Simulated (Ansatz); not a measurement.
# GeSiH6 (SMILES [SiH3][GeH3]): BHLYP/cc-pVDZ

Aim: the electronic atomisation energy of GeSiH6 at BHLYP/cc-pVDZ, from 4 runs. 

The calculation is run with Ansatz 0.2.0.

48 further runs of the same task are left out: 7 that didn't finish, 41 set aside as unsound or not needed. Runs told in other sessions of the task aren't counted.

### Step 1. The structure to begin with

GeSiH6: 8 atoms, total charge 0, spin state singlet. As SMILES, `[SiH3][GeH3]`. The coordinates come from a PBE0-D4/def2-TZVP relaxation.

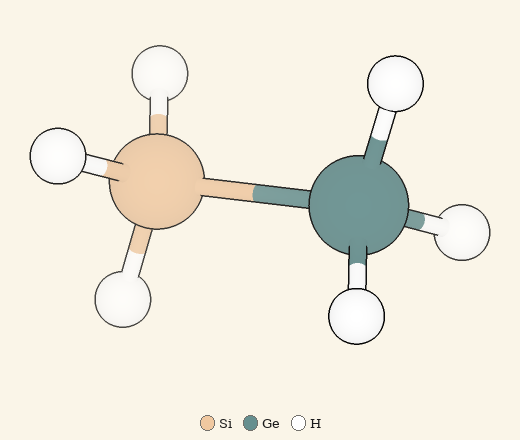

Viewed from a chosen angle; silicon light orange, germanium teal, hydrogen white.

### Step 2. The energy at BHLYP/cc-pVDZ

Input file molecule.yaml:

```yaml
crystal:
  periodic: [false, false, false]
  atoms:
    - {symbol: Si, position_ang: [-0.516700, 0.386500, -1.010200]}
    - {symbol: Ge, position_ang: [0.529700, -0.393800, 0.977400]}
    - {symbol: H, position_ang: [-1.894900, 0.857200, -0.710900]}
    - {symbol: H, position_ang: [-0.590800, -0.708400, -2.013300]}
    - {symbol: H, position_ang: [0.260800, 1.514500, -1.587400]}
    - {symbol: H, position_ang: [0.619100, 0.733600, 2.019400]}
    - {symbol: H, position_ang: [1.954300, -0.890500, 0.679100]}
    - {symbol: H, position_ang: [-0.269300, -1.556200, 1.590100]}
basis:
  gaussian:
    orbitals: cc-pVDZ
hamiltonian:
  xc: {name: BHLYP}
accuracy: high
output: {orbitals: {seedname: orbitals}}
```

Launch:

```
ansatz run molecule.yaml --threads 1 --pin off --max-ram 3480MiB --events-out events.jsonl --progress --plain --runs-dir runs
```

What it wrote:

```text
Warning: RAYON_NUM_THREADS=1 ignored (pool sized by the plan → 1); use --threads N
Functional definition: BHLYP
  name "BHLYP"
  parameter a = 0.5
  exchange = (1 - a)*b88_x + a*exact_x
  correlation = lyp_c
1748 factors; integrals over basis functions are off by at most 4.7e-9 eV
mean field evaluation 1: about -64491.3428 eV, gradient 6.6e0 eV
mean field evaluation 2: about -64491.5276 eV, gradient 1.5e0 eV
mean field evaluation 4: about -64491.6841 eV, gradient 1.7e0 eV
mean field evaluation 8: about -64491.6976 eV, gradient 1.4e-2 eV
mean field evaluation 16: about -64491.6976 eV, gradient 1.6e-6 eV
mean field -64491.69756815 eV, -2370.0261715869 hartree, gradient 2.8e-8 eV, S^2 0.000000; 0 other end points of the search recorded, 0 dependent functions left out
reference -64491.69759722 eV, -2370.0261726551 hartree; 26, 26 occupied and 49, 49 virtual orbitals, 1748 factors
Total energy: -64491.69759722 eV, -2370.0261726551 hartree
```

Wall time 7.5 s (1 thread of Arm Neoverse V1, shared host); peak memory 0.24 GiB.

### Step 3. The Ge atom

Input file in.yaml:

```yaml
crystal:
  periodic: [false, false, false]
  atoms:
    - symbol: Ge
      position_ang: [0.000000, 0.000000, 0.000000]
basis:
  gaussian:
    orbitals: cc-pVDZ
magnetization:
  spin_polarized: true
  initial_magnetization: 2
hamiltonian:
  xc: {name: BHLYP}
accuracy: high
```

Launch:

```
ansatz run in.yaml --threads 1 --pin off --max-ram 3480MiB --events-out events.jsonl --progress --plain --runs-dir runs
```

What it wrote:

```text
Warning: RAYON_NUM_THREADS=1 ignored (pool sized by the plan → 1); use --threads N
[... 5 set-up lines as earlier in the session ...]
260 factors; integrals over basis functions are off by at most 4.5e-9 eV
mean field evaluation 1: about -56514.6366 eV, gradient 2.0e0 eV
mean field evaluation 2: about -56514.6843 eV, gradient 4.5e-1 eV
mean field evaluation 4: about -56514.6870 eV, gradient 4.5e-1 eV
mean field evaluation 8: about -56514.6896 eV, gradient 4.9e-4 eV
mean field evaluation 16: about -56514.6896 eV, gradient 1.2e-8 eV
mean field -56514.68960110 eV, -2076.8765358079 hartree, gradient 1.2e-8 eV, S^2 2.003207; 0 other end points of the search recorded, 0 dependent functions left out
reference -56514.68961563 eV, -2076.8765363419 hartree; 17, 15 occupied and 10, 12 virtual orbitals, 260 factors
Total energy: -56514.68961563 eV, -2076.8765363419 hartree
```

Wall time 1.2 s (1 thread of Arm Neoverse V1, shared host); peak memory 0.092 GiB.

### Step 4. The H atom

Input file in.yaml:

```yaml
crystal:
  periodic: [false, false, false]
  atoms:
    - symbol: H
      position_ang: [0.000000, 0.000000, 0.000000]
basis:
  gaussian:
    orbitals: cc-pVDZ
magnetization:
  spin_polarized: true
  initial_magnetization: 1
hamiltonian:
  xc: {name: BHLYP}
accuracy: high
```

Run the same way, it converges to -0.49784 Eh (log not shown).

### Step 5. The Si atom

Input file molecule.yaml:

```yaml
crystal:
  periodic: [false, false, false]
  atoms:
    - {symbol: Si, position_ang: [0.000000, 0.000000, 0.000000]}
basis:
  gaussian: {orbitals: cc-pVDZ}
total_charge: 0
magnetization: {spin_polarized: true, initial_magnetization: 2}
hamiltonian: {xc: {name: BHLYP}}
accuracy: high
```

Launch:

```
ansatz run molecule.yaml --threads 1 --pin off --max-ram 3480MiB --events-out events.jsonl --progress --plain --runs-dir runs
```

What it wrote:

```text
Warning: RAYON_NUM_THREADS=1 ignored (pool sized by the plan → 1); use --threads N
[... 5 set-up lines as earlier in the session ...]
144 factors; integrals over basis functions are off by at most 3.2e-9 eV
mean field evaluation 1: about -7874.2347 eV, gradient 2.2e0 eV
mean field evaluation 2: about -7874.2947 eV, gradient 5.4e-1 eV
mean field evaluation 4: about -7874.3040 eV, gradient 1.1e-1 eV
mean field evaluation 8: about -7874.3042 eV, gradient 4.1e-4 eV
mean field -7874.30420862 eV, -289.3753422716 hartree, gradient 5.1e-8 eV, S^2 2.004545; 0 other end points of the search recorded, 0 dependent functions left out
reference -7874.30422321 eV, -289.3753428080 hartree; 8, 6 occupied and 10, 12 virtual orbitals, 144 factors
Total energy: -7874.30422321 eV, -289.3753428080 hartree
```

It took 0.52 s on 1 thread of Arm Neoverse V1, shared host.

### Step 6. Results

Level: BHLYP/cc-pVDZ.

| quantity | value |
| --- | --- |
| molecule: total energy | -2370.02617 Eh |
| molecule: HOMO energy | -9.25 eV |
| molecule: LUMO energy | 1.59 eV |
| molecule: HOMO–LUMO gap | 10.84 eV |
| Ge atom: total energy | -2076.87654 Eh |
| Ge atom: ⟨S²⟩ | 2.003 |
| H atom: total energy | -0.49784 Eh |
| H atom: ⟨S²⟩ | 0.750 |
| Si atom: total energy | -289.37534 Eh |
| Si atom: ⟨S²⟩ | 2.005 |
| electronic atomisation energy | 21.422 eV |

**Reading.** Taking the molecule apart into free atoms costs 21.42 eV (2067 kJ/mol), before zero-point energy and without spin-orbit coupling.
